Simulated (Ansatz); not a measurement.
# C2H7AlS2: what the fields show

Input file:

```
crystal:
  periodic: [false, false, false]
  atoms:
    - {symbol: C, position_ang: [-1.248614, 1.061588, 0.818797]}
    - {symbol: Al, position_ang: [-0.202746, -0.459766, 1.458000]}
    - {symbol: S, position_ang: [2.033726, -0.453639, 1.152009]}
    - {symbol: S, position_ang: [1.026184, -1.558804, -0.286525]}
    - {symbol: C, position_ang: [0.928868, -0.457318, -1.712549]}
    - {symbol: H, position_ang: [-1.666520, 1.603745, 1.673825]}
    - {symbol: H, position_ang: [-0.663520, 1.777142, 0.236502]}
    - {symbol: H, position_ang: [-2.097253, 0.734962, 0.209231]}
    - {symbol: H, position_ang: [-0.755823, -1.529579, 2.484939]}
    - {symbol: H, position_ang: [1.931710, -0.309062, -2.110697]}
    - {symbol: H, position_ang: [0.305927, -0.960610, -2.455003]}
    - {symbol: H, position_ang: [0.484961, 0.496240, -1.434531]}
basis:
  gaussian: {orbitals: def2-TZVPP}
hamiltonian: {xc: pbe0, dispersion: d4}
output: {orbitals: {seedname: orbitals}}
```

Launched as:

```sh
ansatz run in.yaml --threads 4 --pin off --events-out ev --progress --plain --max-ram 10444MiB
```

Geometry: PBE0-D4/def2-TZVP.

The calculation used Ansatz 0.2.0, RKS PBE0-D4/def2-TZVPP.

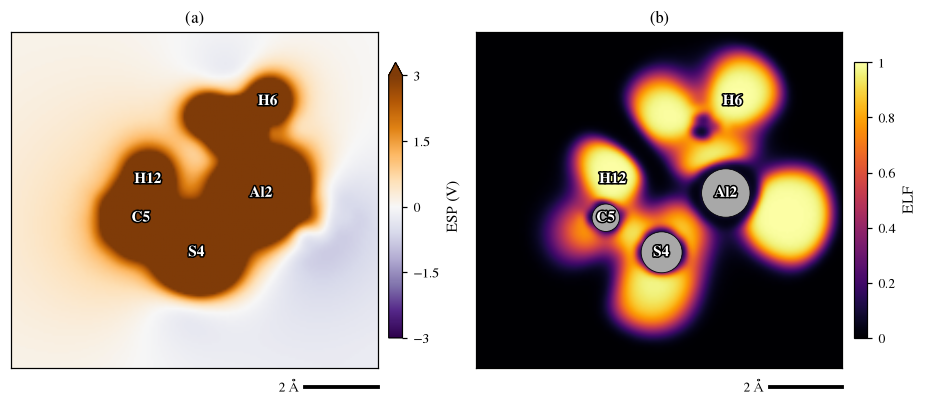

Figure 1. (a) molecular electrostatic potential; (b) electron localisation function on the plane of atoms Al2, S4 and C5. Grey discs cover the atomic cores in the ELF map.

Question: Interpret the plot.

Answer: Atoms in the plane: Al, S, C and H.
C–S (1.80 Å): the ELF peaks at about 0.90 between the atoms: localised, covalent bonding.
C–H (1.09 Å): the ELF climbs to about 1 towards the hydrogen, as it does in any bond to H (an ordinary covalent bond to hydrogen).
Al–S (2.40 Å): the ELF peaks at about 0.85 in the valence shell of S, 0.9 Å from its nucleus, and is about 0.75 at the midpoint.
The ELF also peaks beside S4, away from the bonds: lone-pair regions.
Outside the dense part of the molecule the potential is most negative (−0.8 V) near H9, which lies off the plane.

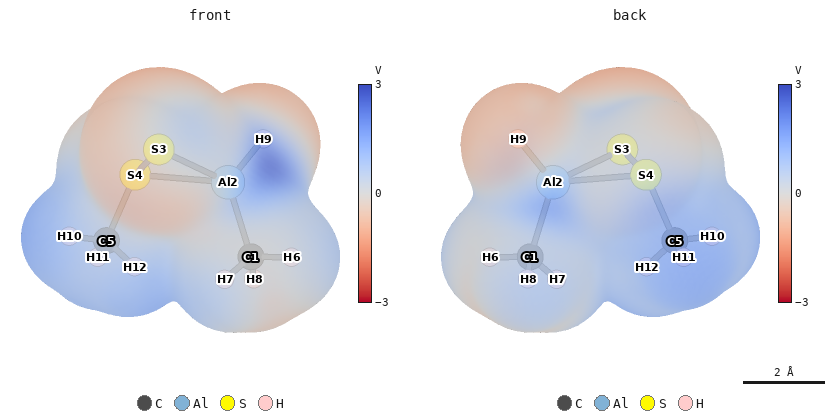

Figure 2. The molecular electrostatic potential painted on the density surface at 0.002 e/bohr³, seen from the front and from behind; red is negative and blue positive.

Question: Describe the electrostatic potential map.

Answer: The most negative region (about −0.9 V, or −21 kcal/mol for a unit charge) lies over S3, the most positive (about +2.1 V, or +48 kcal/mol for a unit charge) over Al2.

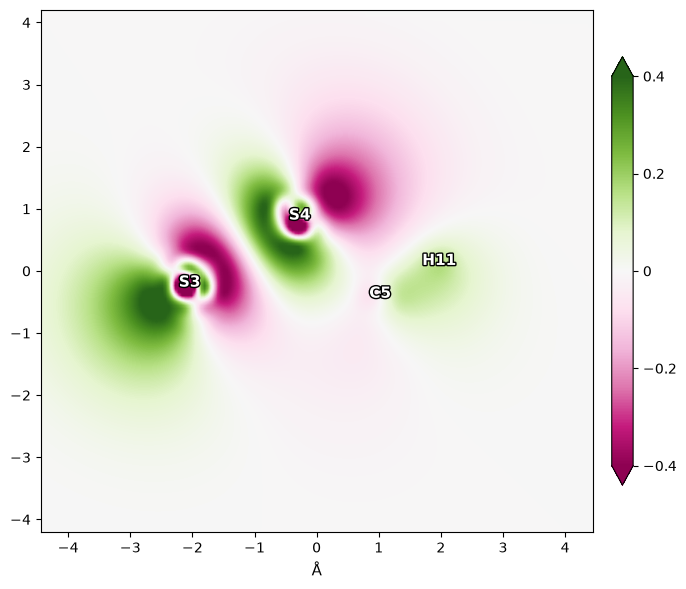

Figure 3. The LUMO on the plane of atoms S3, S4 and C5 (values in Å⁻³ᐟ²; the overall sign is arbitrary).

Question: Where does this orbital lie, and at what energy?

Answer: By Hirshfeld shares it lies mainly on S3 (about 50 %) and S4 (about 40 %). Its energy is −1.04 eV.
